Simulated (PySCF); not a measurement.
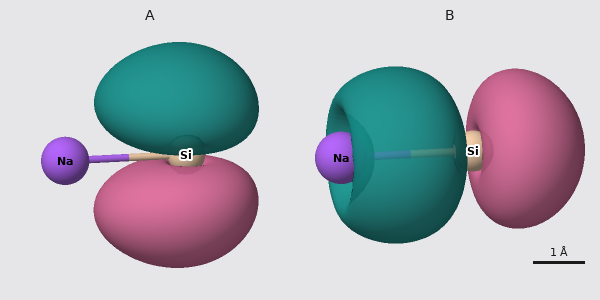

NaSi (quartet). Two frontier α-spin orbitals, each drawn at the value that holds 80 % of its norm (teal and pink are the two phases), in no order; of a degenerate pair one member is drawn.

These are results of PySCF 2.14.0, PBE0/x2c-TZVPPall, spin-free X2C-1e, Gaussian nucleus, at a bond length of 2.702 Å, not measurements.

Name the orbitals and rank them from lowest to highest energy.

Answer. Orbital B: σ, occupied in this spin, −4.91 eV; mainly on Si (75 %).
Orbital A: π, occupied in this spin, −4.30 eV; mainly on Si (90 %).
